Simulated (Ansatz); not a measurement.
# One shape, several levels: triplet C2H4Br2

Wanted: a comparison of 4 runs (UHF/STO-3G, UHF/3-21G, UMP2/6-31G*, UCCSD/6-31G*) of triplet C2H4Br2. 

Program for the calculation: Ansatz 0.2.0.

16 further runs of the same task are left out: 16 set aside as unsound or not needed.

### 1 The structure to begin with

C2H4Br2: 8 atoms, total charge 0, spin state triplet. SMILES of the parent species: `BrCCBr`. The shape is that of a PBE0-D4/def2-TZVP optimisation. This is one conformer, not always the lowest. That shape belongs to the parent species and isn't relaxed for this state.

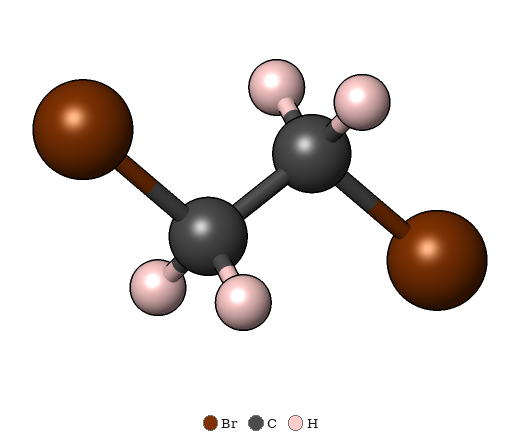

Viewed from a chosen angle; bromine brown, carbon dark grey, hydrogen pink.

### 2 The energy at UHF/STO-3G (run 1)

The input, job.yaml:

```yaml
crystal:
  periodic: [false, false, false]
  atoms:
    - {symbol: Br, position_ang: [2.101900, 0.871290, -0.358980]}
    - {symbol: C, position_ang: [0.653840, -0.363310, 0.056210]}
    - {symbol: C, position_ang: [-0.653840, 0.363310, -0.056200]}
    - {symbol: Br, position_ang: [-2.101900, -0.871280, 0.358970]}
    - {symbol: H, position_ang: [0.836220, -0.727360, 1.064110]}
    - {symbol: H, position_ang: [0.731230, -1.182180, -0.654520]}
    - {symbol: H, position_ang: [-0.731230, 1.182180, 0.654520]}
    - {symbol: H, position_ang: [-0.836210, 0.727370, -1.064110]}
basis:
  gaussian:
    orbitals: STO-3G
magnetization:
  spin_polarized: true
  initial_magnetization: 2
hamiltonian:
  xc: hf
accuracy: high
output: {orbitals: {seedname: orbitals}}
```

The run is started by

```sh
$ ansatz run job.yaml --threads 1 --pin off --max-ram 2610MiB --events-out events.jsonl --progress --plain --runs-dir runs
```

Standard output:

```text
Warning: RAYON_NUM_THREADS=1 ignored (pool sized by the plan → 1); use --threads N
Functional definition: HF
  name "HF"
  exchange = exact_x
  correlation = 0
779 factors; integrals over basis functions are off by at most 2.5e-8 eV
mean field evaluation 1: about -140576.0825 eV, gradient 1.3e1 eV
mean field evaluation 2: about -140576.3537 eV, gradient 1.3e1 eV
mean field evaluation 4: about -140578.3967 eV, gradient 1.9e0 eV
mean field evaluation 8: about -140578.5547 eV, gradient 8.1e-2 eV
mean field evaluation 16: about -140580.2433 eV, gradient 1.5e0 eV
mean field evaluation 32: about -140580.3807 eV, gradient 3.2e-1 eV
mean field evaluation 64: about -140580.3535 eV, gradient 6.5e-1 eV
mean field evaluation 96: about -140572.6594 eV, gradient 4.5e0 eV
mean field evaluation 128: about -140578.5540 eV, gradient 3.2e-4 eV
mean field evaluation 160: about -140580.3734 eV, gradient 1.4e-1 eV
mean field -140580.39702521 eV, -5166.2343018608 hartree, gradient 1.1e-8 eV, S^2 2.009322; 4 other end points of the search recorded, 0 dependent functions left out
reference -140580.39702521 eV, -5166.2343018608 hartree; 44, 42 occupied and 6, 8 virtual orbitals, 779 factors
Total energy: -140580.39702521 eV, -5166.2343018608 hartree
```

It took 7.8 s on 1 thread of Arm Neoverse V1, shared host; peak memory 0.19 GiB.

### 3 The energy at UHF/3-21G (run 2)

job.yaml, as its differences from that of step 2:

```diff
@@ -13,3 +13,3 @@
   gaussian:
-    orbitals: STO-3G
+    orbitals: 3-21G-spherical.json
 magnetization:
@@ -17,2 +17,3 @@
   initial_magnetization: 2
+output: {orbitals: {seedname: orbitals}}
 hamiltonian:
@@ -20,2 +21 @@
 accuracy: high
-output: {orbitals: {seedname: orbitals}}
```

The basis set 3-21G is read from a file made from the Basis Set Exchange's data (not shown).

The run is started by

```sh
$ ansatz run job.yaml --threads 1 --pin off --max-ram 2610MiB --events-out events.jsonl --progress --plain --runs-dir runs
```

Standard output:

```text
Warning: RAYON_NUM_THREADS=1 ignored (pool sized by the plan → 1); use --threads N
[... 4 set-up lines as earlier in the session ...]
1316 factors; integrals over basis functions are off by at most 9.1e-9 eV
mean field evaluation 1: about -141429.0603 eV, gradient 9.9e0 eV
mean field evaluation 2: about -141429.5456 eV, gradient 9.9e0 eV
mean field evaluation 4: about -141430.3809 eV, gradient 1.1e0 eV
mean field evaluation 8: about -141430.4853 eV, gradient 3.2e-1 eV
mean field evaluation 16: about -141430.4980 eV, gradient 1.5e-2 eV
mean field evaluation 32: about -141431.9171 eV, gradient 1.0e-1 eV
mean field evaluation 64: about -141431.8561 eV, gradient 2.4e-2 eV
mean field evaluation 96: about -141431.7553 eV, gradient 1.3e0 eV
mean field evaluation 128: about -141430.8810 eV, gradient 3.6e0 eV
mean field evaluation 160: about -141430.1166 eV, gradient 9.2e-1 eV
mean field evaluation 192: about -141430.4981 eV, gradient 7.3e-4 eV
mean field evaluation 224: about -141430.7419 eV, gradient 1.6e0 eV
mean field -141431.91718930 eV, -5197.5270907100 hartree, gradient 8.0e-8 eV, S^2 2.010568; 3 other end points of the search recorded, 0 dependent functions left out
reference -141431.91718930 eV, -5197.5270907100 hartree; 44, 42 occupied and 26, 28 virtual orbitals, 1316 factors
Total energy: -141431.91718930 eV, -5197.5270907100 hartree
```

It took 19 s on 1 thread of Arm Neoverse V1, shared host; peak memory 0.37 GiB.

Run 3 isn't shown in full; the table further down has it.

### 4 A single-point energy at UCCSD/6-31G(d) (spherical functions) (run 4)

The input, input.yaml:

```yaml
crystal:
  periodic: [false, false, false]
  atoms:
    - symbol: Br
      position_ang: [2.101900, 0.871290, -0.358980]
    - symbol: C
      position_ang: [0.653840, -0.363310, 0.056210]
    - symbol: C
      position_ang: [-0.653840, 0.363310, -0.056200]
    - symbol: Br
      position_ang: [-2.101900, -0.871280, 0.358970]
    - symbol: H
      position_ang: [0.836220, -0.727360, 1.064110]
    - symbol: H
      position_ang: [0.731230, -1.182180, -0.654520]
    - symbol: H
      position_ang: [-0.731230, 1.182180, 0.654520]
    - symbol: H
      position_ang: [-0.836210, 0.727370, -1.064110]
basis:
  gaussian: {orbitals: 6-31G_st_-spherical.json}
magnetization: {spin_polarized: true, initial_magnetization: 2}
correlation: {method: ccsd, frozen_orbitals: {Br: 9, C: 1, H: 0}}
accuracy: high
scf: {omitted_lower_state_checks: [cluster_reference, increment]}
```

The basis set 6-31G* is read from a file made from the Basis Set Exchange's data (not shown).

The run is started by

```sh
$ ansatz run input.yaml --threads 1 --pin off --max-ram 2610MiB --events-out events.jsonl --progress --plain --runs-dir runs
```

Standard output:

```text
Warning: RAYON_NUM_THREADS=1 ignored (pool sized by the plan → 1); use --threads N
[... 19 lines left out ...]
20 core orbitals not correlated: weight in the atoms' cores, before any rotation towards them, 1.000 or more for the frozen orbitals, at most 0.000 for the correlated occupied ones
[... 34 lines left out ...]
Total energy: -142120.61965419 eV, -5222.8364394757 hartree
Checks for a lower state left out: cluster_reference, increment
```

Run time: 5.4 min. Hardware: 1 thread of Arm Neoverse V1, shared host; peak memory 1.3 GiB.

### 5 All runs side by side

| run | level | frozen core orbitals | energy (Eh) | ⟨S²⟩ | wall time |
| --- | --- | --- | --- | --- | --- |
| 1 | UHF/STO-3G | – | -5166.234302 | 2.009 | 7.8 s |
| 2 | UHF/3-21G | – | -5197.527091 | 2.011 | 19 s |
| 3 | UMP2/6-31G* (spherical functions) | 20 | -5222.810250 | 2.017 | 83 s |
| 4 | UCCSD/6-31G* (spherical functions) | 20 | -5222.836439 | 2.017 | 5.4 min |

### 6 Outcome

```
                                           quantity           value
                                run 4: total energy  -5222.83644 Eh
run 4: correlation energy (20 core orbitals frozen)      -770.6 mEh
           run 4: ⟨S²⟩ of the reference determinant           2.017
                               run 4: T1 diagnostic           0.011
```

In words: In run 1 the basis is minimal, so the values are rough. All runs together took 7.2 min, the longest 5.4 min.
